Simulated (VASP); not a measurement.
## Hf (Hafnium): convergence with the SCF solver and k-mesh

How sensitive are energy and pressure of Hf (Hafnium) to the SCF solver and k-mesh? The series runs use PBEsol. The SCF solver tried: ALGO = Normal; ALGO = Fast; ALGO = VeryFast; ALGO = All; ALGO = Damped; AMIX = 0.1, BMIX = 0.01; AMIX = 0.8; IMIX = 1, AMIX = 0.2. The k-mesh tried: 2 2 2; 3 3 2; 4 4 3; 6 6 3; 7 7 4; 10 10 5; 12 12 7; 15 15 8. The start is a cell from a database of measured crystal structures.

Program: VASP 6.6.1. Level of theory: PBEsol; plane waves and PAW (Hf_pv). Results are calculated unless marked as measured.

## Step 1: Starting point

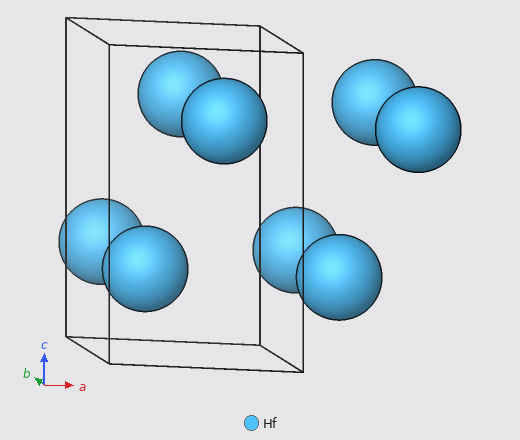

The starting structure, seen slightly off an axis (hafnium blue). 2×2×1 cells are drawn.

Structure file:

```xyz
2
Lattice="3.1967 0.0000 0.0000 -1.5983 2.7684 0.0000 0.0000 0.0000 5.0578" Properties=species:S:1:pos:R:3 pbc="T T T"
Hf    0.0000    1.8456    1.2645
Hf    1.5984    0.9228    3.7934
```

## Step 2: SCF solver: ALGO = Normal

All solvers should reach one answer; they differ in cycles and robustness. PBEsol restores the gradient expansion of exchange and is tuned for the cells of solids.

INCAR reads:

```
SYSTEM = Hf
PREC = Accurate
ENCUT = 400
EDIFF = 1E-06
NELM = 100
ISMEAR = -1
SIGMA = 0.05
LREAL = .FALSE.
ALGO = Normal
GGA = PS
NBANDS = 16
LASPH = .TRUE.
LORBIT = 11
LWAVE = .FALSE.
LCHARG = .FALSE.
KPAR = 2
ISIF = 2
```

POSCAR reads:

```
Hf
1.0
    3.1967000000      0.0000000000      0.0000000000
   -1.5983500000      2.7684234083      0.0000000000
    0.0000000000      0.0000000000      5.0578000000
Hf
2
Direct
    0.3333333333      0.6666666667      0.2500000000
    0.6666666667      0.3333333333      0.7500000000
```

KPOINTS reads:

```
Automatic mesh
0
Gamma
7 7 4
0 0 0
```

PAW data sets: Hf_pv (PBE family, release 64).

Command:

```
mpirun -np 2 vasp_std
```

Log:

```text
[banner, memory and clock lines left out]
running    2 mpi-ranks, on    1 nodes
 distrk:  each k-point on    1 cores,    2 groups
 distr:  one band on    1 cores,    1 groups

 POSCAR found type information on POSCAR Hf
 POSCAR found :  1 types and       2 ions
|                                                                             |
|               ----> ADVICE to this user running VASP <----                  |
|                                                                             |
|     You enforced a specific xc type in the INCAR file but a different       |
|     [... a line on the potential file left out ...]
|     I HOPE YOU KNOW WHAT YOU ARE DOING!                                     |
|                                                                             |

 LDA part: xc-table for (Slater+PW92), standard interpolation
 POSCAR, INCAR and KPOINTS ok, starting setup
 FFT: planning ... GRIDC
 FFT: planning ... GRID_SOFT
 FFT: planning ... GRID
 WAVECAR not read
 entering main loop
       N       E                     dE             d eps       ncg     rms          rms(c)
DAV:   1     0.403701121852E+02    0.40370E+02   -0.10179E+04   792   0.973E+02
DAV:   2    -0.202752079545E+02   -0.60645E+02   -0.59117E+02  1040   0.225E+02
DAV:   3    -0.217788012115E+02   -0.15036E+01   -0.15005E+01   984   0.250E+01
DAV:   4    -0.217902194032E+02   -0.11418E-01   -0.11417E-01   976   0.276E+00
DAV:   5    -0.217903725737E+02   -0.15317E-03   -0.15316E-03  1008   0.261E-01    0.655E+01
DAV:   6    -0.212036366622E+02    0.58674E+00   -0.54236E-01   896   0.483E+00    0.389E+01
DAV:   7    -0.209988936507E+02    0.20474E+00   -0.90383E-01   904   0.599E+00    0.189E+00
DAV:   8    -0.209872773258E+02    0.11616E-01   -0.58019E-02   912   0.163E+00    0.437E-01
DAV:   9    -0.209873958621E+02   -0.11854E-03   -0.12738E-03  1000   0.263E-01    0.196E-01
DAV:  10    -0.209873829254E+02    0.12937E-04   -0.37476E-05   880   0.443E-02    0.118E-01
DAV:  11    -0.209873852572E+02   -0.23318E-05   -0.39509E-06   984   0.131E-02    0.179E-02
DAV:  12    -0.209873853486E+02   -0.91472E-07   -0.56583E-07   576   0.517E-03
   1 F= -.20987385E+02 E0= -.20981044E+02  d E =-.126819E-01
```

It took 3.6 s on 2 MPI ranks of AMD EPYC 9R45, shared host; peak memory 0.24 GiB.

The logs omit lines about the potential files and the build; timing stands in the text.

From OUTCAR (step 2):

```text
ion  position               nearest neighbor table
   1  0.333  0.667  0.250-   2 3.13   2 3.13   2 3.13   2 3.13   2 3.13   2 3.13
   2  0.667  0.333  0.750-   1 3.13   1 3.13   1 3.13   1 3.13   1 3.13   1 3.13

  LATTYP: Found a hexagonal cell.
 ALAT       =     3.1967000000
 C/A-ratio  =     1.5821941377

 Subroutine GETGRP returns: Found 24 space group operations
 (whereof 12 operations were pure point group operations)

The static configuration has the point symmetry D_3d.
 The point group associated with its full space group is D_6h.

 Found     24 irreducible k-points:

   k-points           NKPTS =     24   k-points in BZ     NKDIM =     24   number of bands    NBANDS=     16

   dimension x,y,z NGX =    24 NGY =   24 NGZ =   36
   dimension x,y,z NGXF=    48 NGYF=   48 NGZF=   72

   ENCUT  =  400.0 eV  29.40 Ry    5.42 a.u.   5.21  5.21  8.25*2*pi/ulx,y,z

   NELECT =      20.0000    total number of electrons

 k-points in reciprocal lattice and weights: Automatic mesh
   0.00000000  0.00000000  0.00000000       0.005
   0.14285714 -0.00000000  0.00000000       0.031
   0.28571429 -0.00000000  0.00000000       0.031
   0.42857143 -0.00000000  0.00000000       0.031
   0.14285714  0.14285714  0.00000000       0.031
   0.28571429  0.14285714  0.00000000       0.061
   0.42857143  0.14285714  0.00000000       0.031
   0.28571429  0.28571429  0.00000000       0.031
   0.00000000  0.00000000  0.25000000       0.010
[...]
0.42857143  0.14285714  0.50000000       0.031
   0.28571429  0.28571429  0.50000000       0.031

 average (electrostatic) potential at core
       1 -37.1879       2 -37.1879

 E-fermi :   4.8211

 k-point     1 :       0.0000    0.0000    0.0000
  band No.  band energies     occupation
    ...
      4     -25.4043      2.00000
      5     -25.4043      2.00000
      6     -25.3939      2.00000
      7      -2.6290      2.00000
      8       1.0399      2.00000
      9       5.4288      0.00001
     10       5.9176      0.00000
     11       5.9176      0.00000
     12       6.2030      0.00000
     13       6.7363      0.00000
    ...

 k-point     2 :       0.1429   -0.0000    0.0000
  band No.  band energies     occupation
    ...
      5     -25.4193      2.00000
      6     -25.4185      2.00000
      7      -2.0257      2.00000
      8       1.6195      2.00000
      9       4.6910      1.86189
     10       4.9219      0.23493
     11       6.1305      0.00000
     12       6.4945      0.00000
     13       6.7850      0.00000
     14       6.8755      0.00000
    ...

 k-point     3 :       0.2857   -0.0000    0.0000
  band No.  band energies     occupation
    ...
      6     -25.4570      2.00000
      7      -0.4879      2.00000
      8       2.5024      2.00000
      9       3.4280      2.00000
     10       4.1160      2.00000
     11       5.4905      0.00000
     12       6.0787      0.00000
     13       6.0818      0.00000
     14       8.1236      0.00000
     15       8.2614      0.00000
    ...

  Total       -1.2167887     -1.2167887     -0.8999715      0.0000000      0.0000000      0.0000000
  in kB      -43.5541673    -43.5541673    -32.2139005      0.0000000      0.0000000      0.0000000
  external PRESSURE =     -39.7740784 kB  Pullay stress =       0.0000000 kB

  energy-cutoff  :      400.00
  volume of cell :       44.76
      direct lattice vectors                 reciprocal lattice vectors
     3.196700000  0.000000000  0.000000000     0.312822598  0.180608211  0.000000000
    -1.598350000  2.768423408  0.000000000     0.000000000  0.361216423  0.000000000
     0.000000000  0.000000000  5.057800000     0.000000000  0.000000000  0.197714421

 POSITION                                       TOTAL-FORCE (eV/Angst)
 -----------------------------------------------------------------------------------
     -0.00000      1.84562      1.26445         0.000000      0.000000      0.000000
      1.59835      0.92281      3.79335        -0.000000     -0.000000      0.000000
 -----------------------------------------------------------------------------------
    total drift:                               -0.000000      0.000000     -0.000000

  FREE ENERGIE OF THE ION-ELECTRON SYSTEM (eV)
  ---------------------------------------------------
  free  energy   TOTEN  =       -20.9873853486 eV

  energy  without entropy=      -20.9747034305  energy(sigma->0) =      -20.98104439

 total charge
# of ion       s       p       d       tot
------------------------------------------
    1        0.393   6.389   1.549   8.331
    2        0.393   6.389   1.549   8.331
--------------------------------------------------
tot          0.786  12.779   3.097  16.662

[... 3 further parts left out ...]
```

The k-mesh is coarse for a metal. Harder data sets than Hf_pv exist (the GW ones), and pressures, volumes and forces can shift noticeably with them. The PAW data sets were made with PBE, which is usual practice but a small mismatch for other functionals.

This step gave:

| Property | Result |
| --- | --- |
| SCF cycles | 12 |
| electrons | 20 |
| bands | 16 |
| irreducible k-points | 24 |
| symmetry operations | 24 |
| free energy (TOTEN) | -20.99 eV |
| energy at zero smearing | -20.98 eV |
| Fermi energy | 4.821 eV |
| pressure | -3.977 GPa |
| metallic | yes |

The series starts at -10.4905 eV an atom and -3.98 GPa, after 12 cycles in 3.6 s.

## Step 3: SCF solver: ALGO = Fast

INCAR: that of step 2 with these lines changed.

```diff
@@ -8,3 +8,3 @@
 LREAL = .FALSE.
-ALGO = Normal
+ALGO = Fast
 GGA = PS
```

POSCAR is that of step 2.

KPOINTS is that of step 2.

Command:

```
mpirun -np 2 vasp_std
```

Log:

```text
[banner, memory and clock lines left out]
running    2 mpi-ranks, on    1 nodes
[...]
[... a notice as in an earlier step ...]

 LDA part: xc-table for (Slater+PW92), standard interpolation
 POSCAR, INCAR and KPOINTS ok, starting setup
[...]
entering main loop
       N       E                     dE             d eps       ncg     rms          rms(c)
[... 5 cycles as in an earlier step ...]
RMM:   6    -0.211991937064E+02    0.59118E+00   -0.47782E-01   768   0.428E+00    0.394E+01
RMM:   7    -0.209976971945E+02    0.20150E+00   -0.11426E+00   895   0.655E+00    0.209E+00
RMM:   8    -0.209859880967E+02    0.11709E-01   -0.97208E-02   814   0.225E+00    0.227E-01
RMM:   9    -0.209872698305E+02   -0.12817E-02   -0.14548E-02  1032   0.778E-01    0.582E-01
[...]
RMM:  13    -0.209873842214E+02   -0.17280E-05   -0.13566E-05   985   0.209E-02    0.471E-02
RMM:  14    -0.209873852305E+02   -0.10091E-05   -0.48713E-06   833   0.158E-02    0.183E-02
RMM:  15    -0.209873853330E+02   -0.10256E-06   -0.75627E-07   577   0.698E-03
   1 F= -.20987385E+02 E0= -.20981044E+02  d E =-.126820E-01
```

It took 4.8 s on 2 MPI ranks; peak memory 0.24 GiB; 8.2 s of CPU time.

Parts of OUTCAR (step 3):

```text
  Total       -1.2157438     -1.2157438     -0.8990972      0.0000000      0.0000000      0.0000000
  in kB      -43.5167655    -43.5167655    -32.1826048      0.0000000      0.0000000      0.0000000
  external PRESSURE =     -39.7387119 kB  Pullay stress =       0.0000000 kB

 POSITION                                       TOTAL-FORCE (eV/Angst)
 -----------------------------------------------------------------------------------
     -0.00000      1.84562      1.26445        -0.000000      0.000000      0.000000
      1.59835      0.92281      3.79335         0.000000     -0.000000      0.000000
 -----------------------------------------------------------------------------------
    total drift:                               -0.000000      0.000000     -0.000000

  FREE ENERGIE OF THE ION-ELECTRON SYSTEM (eV)
  ---------------------------------------------------
  free  energy   TOTEN  =       -20.9873853330 eV

  energy  without entropy=      -20.9747033563  energy(sigma->0) =      -20.98104434

[... 2 parts as in an earlier step ...]

[... 1 further part left out ...]
[key lines of the parts left out:]
E-fermi :   4.8211
```

Against the first of the series the energy stays within 0.01 meV an atom and the pressure within 0.01 GPa, after 15 cycles in 4.8 s.

## Step 4: SCF solver: ALGO = VeryFast

INCAR: that of step 3 with these lines changed.

```diff
@@ -8,3 +8,3 @@
 LREAL = .FALSE.
-ALGO = Fast
+ALGO = VeryFast
 GGA = PS
```

POSCAR is that of step 3.

KPOINTS is that of step 3.

Command:

```
mpirun -np 2 vasp_std
```

Log:

```text
[... set-up lines as in an earlier step ...]
 entering main loop
       N       E                     dE             d eps       ncg     rms          rms(c)
RMM:   1     0.948214873644E+02    0.94821E+02   -0.75218E+03   384   0.819E+02
RMM:   2    -0.334304676572E+02   -0.12825E+03   -0.17806E+03   384   0.225E+02
RMM:   3    -0.147669576494E+02    0.18664E+02   -0.21640E+02   384   0.958E+01
RMM:   4    -0.195719270041E+02   -0.48050E+01   -0.37152E+01   384   0.371E+01
[...]
RMM:  17    -0.209873830301E+02   -0.24758E-04   -0.13203E-04  1015   0.940E-02    0.267E-01
RMM:  18    -0.209873853045E+02   -0.22744E-05   -0.28774E-05  1055   0.403E-02    0.183E-02
RMM:  19    -0.209873857435E+02   -0.43897E-06   -0.47208E-06   893   0.165E-02
   1 F= -.20987386E+02 E0= -.20981044E+02  d E =-.126836E-01
```

It took 5.6 s on 2 MPI ranks; peak memory 0.23 GiB.

From OUTCAR (step 4):

```text
  Total       -1.2157249     -1.2157249     -0.8990423      0.0000000      0.0000000      0.0000000
  in kB      -43.5160874    -43.5160874    -32.1806389      0.0000000      0.0000000      0.0000000
  external PRESSURE =     -39.7376046 kB  Pullay stress =       0.0000000 kB

  FREE ENERGIE OF THE ION-ELECTRON SYSTEM (eV)
  ---------------------------------------------------
  free  energy   TOTEN  =       -20.9873857435 eV

  energy  without entropy=      -20.9747021091  energy(sigma->0) =      -20.98104393

[... 3 parts as in an earlier step ...]

[... 1 further part left out ...]
[key lines of the parts left out:]
E-fermi :   4.8211
```

Against the first of the series the energy stays within 0.01 meV an atom and the pressure within 0.01 GPa, after 19 cycles in 5.6 s.

## Step 5: SCF solver: ALGO = All

INCAR: that of step 4 with these lines changed.

```diff
@@ -8,3 +8,3 @@
 LREAL = .FALSE.
-ALGO = VeryFast
+ALGO = All
 GGA = PS
```

POSCAR is that of step 4.

KPOINTS is that of step 4.

Command:

```
mpirun -np 2 vasp_std
```

Log:

```text
[... set-up lines as in an earlier step ...]
 entering main loop
       N       E                     dE             d eps       ncg     rms           ort
DAV:   1     0.403701121852E+02    0.40370E+02   -0.10106E+04   384   0.102E+03
DAV:   2    -0.202752079545E+02   -0.60645E+02   -0.59117E+02   384   0.225E+02
DAV:   3    -0.217788012115E+02   -0.15036E+01   -0.15005E+01   384   0.250E+01
DAV:   4    -0.217902194032E+02   -0.11418E-01   -0.11417E-01   384   0.276E+00
DAV:   5    -0.217903725737E+02   -0.15317E-03   -0.15316E-03   384   0.261E-01
SDA:   6    -0.206228730676E+02    0.11675E+01   -0.15316E-03   384   0.108E+01   0.000E+00
 gam= 0.000 g(H,U,f)=  0.102E+01 0.630E-01 0.369E-02 ort(H,U,f) = 0.000E+00 0.000E+00 0.000E+00
 gam= 0.000 trial= 0.400  step=  0.5547 mean=  0.4000
CGA:   7    -0.209236277887E+02   -0.30075E+00   -0.30069E+00   384   0.176E+00   0.109E-02
 gam= 0.162 g(H,U,f)=  0.161E+00 0.135E-01 0.109E-02 ort(H,U,f) =-0.304E-01 0.293E-01 0.219E-02
 gam= 0.162 trial= 0.415  step=  0.5722 mean=  0.4155
[...]
gam= 0.193 trial= 0.524  step=  0.7653 mean=  0.5236
CGA:  13    -0.209873673520E+02   -0.32274E-04   -0.32085E-04   384   0.223E-04   0.156E-05
 gam= 0.267 g(H,U,f)=  0.209E-04 0.116E-05 0.199E-06 ort(H,U,f) = 0.206E-05-0.434E-06-0.714E-07
 gam= 0.267 trial= 0.548  step=  0.9093 mean=  0.5478
CGA:  14    -0.209873776366E+02   -0.10285E-04   -0.10306E-04   384   0.844E-05  -0.121E-06
 gam= 0.379 g(H,U,f)=  0.797E-05 0.389E-06 0.739E-07 ort(H,U,f) =-0.823E-06 0.595E-06 0.108E-06
 gam= 0.379 trial= 0.584  step=  1.0527 mean=  0.5839
CGA:  15    -0.209873819660E+02   -0.43293E-05   -0.44168E-05   384   0.366E-05  -0.373E-06
 gam= 0.433 g(H,U,f)=  0.364E-05 0.139E-07 0.424E-08 ort(H,U,f) =-0.494E-06 0.965E-07 0.248E-07
 gam= 0.433 trial= 0.631  step=  1.0234 mean=  0.6308
CGA:  16    -0.209873837549E+02   -0.17889E-05   -0.17878E-05   384   0.150E-05   0.568E-08
 gam= 0.411 g(H,U,f)=  0.146E-05 0.355E-07 0.502E-08 ort(H,U,f) = 0.119E-06-0.966E-07-0.167E-07
 gam= 0.411 trial= 0.670  step=  1.1069 mean=  0.6701
CGA:  17    -0.209873845865E+02   -0.83155E-06   -0.83211E-06   384   0.734E-06  -0.275E-08
 gam= 0.489 g(H,U,f)=  0.691E-06 0.361E-07 0.672E-08 ort(H,U,f) = 0.545E-08-0.576E-08-0.244E-08
 gam= 0.489 trial= 0.714  step=  1.1773 mean=  0.7137
 final diagonalization occupied
   1 F= -.20987385E+02 E0= -.20981045E+02  d E =-.126788E-01
```

The job ended after 5.8 s (2 MPI ranks; peak memory 0.25 GiB; 9.6 s of CPU time).

OUTCAR, selected parts (step 5):

```text
  Total       -1.2154437     -1.2154437     -0.8980014     -0.0000000      0.0000000      0.0000000
  in kB      -43.5060227    -43.5060227    -32.1433791     -0.0000000      0.0000000      0.0000000
  external PRESSURE =     -39.7184748 kB  Pullay stress =       0.0000000 kB

  FREE ENERGIE OF THE ION-ELECTRON SYSTEM (eV)
  ---------------------------------------------------
  free  energy   TOTEN  =       -20.9873845865 eV

  energy  without entropy=      -20.9747057821  energy(sigma->0) =      -20.98104518

[... 3 parts as in an earlier step ...]

[... 1 further part left out ...]
[key lines of the parts left out:]
E-fermi :   4.8213
```

Against the first of the series the energy stays within 0.01 meV an atom; the pressure moves by +0.01 GPa, after 17 cycles in 5.8 s.

## Step 6: SCF solver: ALGO = Damped

INCAR: that of step 5 with these lines changed.

```diff
@@ -8,3 +8,3 @@
 LREAL = .FALSE.
-ALGO = All
+ALGO = Damped
 GGA = PS
```

POSCAR is that of step 5.

KPOINTS is that of step 5.

Command:

```
mpirun -np 2 vasp_std
```

Log:

```text
[... set-up lines as in an earlier step ...]
 entering main loop
       N       E                     dE             d eps       ncg     rms           ort
DAV:   1     0.492005895012E+02    0.49201E+02   -0.97858E+03   384   0.102E+03
DAV:   2    -0.141136235501E+02   -0.63314E+02   -0.61645E+02   384   0.233E+02
DAV:   3    -0.204688065726E+02   -0.63552E+01   -0.62329E+01   384   0.564E+01
DAV:   4    -0.214614216200E+02   -0.99262E+00   -0.97771E+00   384   0.167E+01
[...]
DMP:  20    -0.209873823373E+02   -0.76235E-05   -0.29318E-05   384   0.334E-05   0.105E-04
DMP:  21    -0.209873843255E+02   -0.19882E-05   -0.84370E-06   384   0.121E-05   0.235E-05
DMP:  22    -0.209873848936E+02   -0.56811E-06   -0.31324E-06   384   0.534E-06   0.653E-06
 final diagonalization occupied
   1 F= -.20987385E+02 E0= -.20981044E+02  d E =-.126827E-01
```

It took 5.6 s on 2 MPI ranks; peak memory 0.25 GiB.

OUTCAR, selected parts (step 6):

```text
  Total       -1.2172393     -1.2172393     -0.9003312      0.0000000      0.0000000     -0.0000000
  in kB      -43.5702945    -43.5702945    -32.2267749      0.0000000      0.0000000     -0.0000000
  external PRESSURE =     -39.7891213 kB  Pullay stress =       0.0000000 kB

  FREE ENERGIE OF THE ION-ELECTRON SYSTEM (eV)
  ---------------------------------------------------
  free  energy   TOTEN  =       -20.9873848936 eV

  energy  without entropy=      -20.9747022255  energy(sigma->0) =      -20.98104356

[... 3 parts as in an earlier step ...]

[... 1 further part left out ...]
[key lines of the parts left out:]
E-fermi :   4.8210
```

Against the first of the series the energy stays within 0.01 meV an atom and the pressure within 0.01 GPa, after 22 cycles in 5.6 s.

## Step 7: SCF solver: AMIX = 0.1, BMIX = 0.01

INCAR: that of step 6 with these lines changed.

```diff
@@ -8,3 +8,3 @@
 LREAL = .FALSE.
-ALGO = Damped
+ALGO = Normal
 GGA = PS
@@ -17 +17,3 @@
 ISIF = 2
+AMIX = 0.1
+BMIX = 0.01
```

POSCAR is that of step 6.

KPOINTS is that of step 6.

Command:

```
mpirun -np 2 vasp_std
```

Log:

```text
[... set-up lines as in an earlier step ...]
 entering main loop
       N       E                     dE             d eps       ncg     rms          rms(c)
[... 5 cycles as in an earlier step ...]
DAV:   6    -0.215817570194E+02    0.20862E+00   -0.45630E-02   896   0.142E+00    0.589E+01
DAV:   7    -0.211018325470E+02    0.47992E+00   -0.34746E+00   896   0.119E+01    0.388E+00
DAV:   8    -0.210080036182E+02    0.93829E-01   -0.18328E-01   824   0.302E+00    0.358E+00
DAV:   9    -0.209875380575E+02    0.20466E-01   -0.95429E-02   920   0.207E+00    0.133E+00
DAV:  10    -0.209874033794E+02    0.13468E-03   -0.22106E-03   928   0.352E-01    0.254E-01
DAV:  11    -0.209873918385E+02    0.11541E-04   -0.45427E-05   960   0.483E-02    0.348E-01
DAV:  12    -0.209873860458E+02    0.57926E-05   -0.45889E-05   888   0.439E-02    0.258E-02
DAV:  13    -0.209873853117E+02    0.73414E-06   -0.18646E-06   792   0.100E-02
   1 F= -.20987385E+02 E0= -.20981049E+02  d E =-.126719E-01
```

Wall time 4.2 s (2 MPI ranks); peak memory 0.24 GiB.

From OUTCAR (step 7):

```text
  Total       -1.2067506     -1.2067506     -0.9033171      0.0000000      0.0000000      0.0000000
  in kB      -43.1948578    -43.1948578    -32.3336541      0.0000000      0.0000000      0.0000000
  external PRESSURE =     -39.5744566 kB  Pullay stress =       0.0000000 kB

  FREE ENERGIE OF THE ION-ELECTRON SYSTEM (eV)
  ---------------------------------------------------
  free  energy   TOTEN  =       -20.9873853117 eV

  energy  without entropy=      -20.9747133687  energy(sigma->0) =      -20.98104934

[... 3 parts as in an earlier step ...]

[... 1 further part left out ...]
[key lines of the parts left out:]
E-fermi :   4.8209
```

Against the first of the series the energy stays within 0.01 meV an atom; the pressure moves by +0.02 GPa, after 13 cycles in 4.2 s.

(Continued in part 2 of 3.)

[Lines on the potential files, build, host, timing and source positions are cut from VASP's logs without a mark.]

[Logs are printed without paths, hosts, clocks, repeated set-up lines and the standing remarks that a program may print on its own settings, such as how far it seeks lower states.]

[Hosts, paths, dates, database ids (printed as entryN), source tags and the programs' standing remarks are cut or masked in the printed files.]

[A measured line is paired with the nearest computed mode of its activity, which favours agreement.]
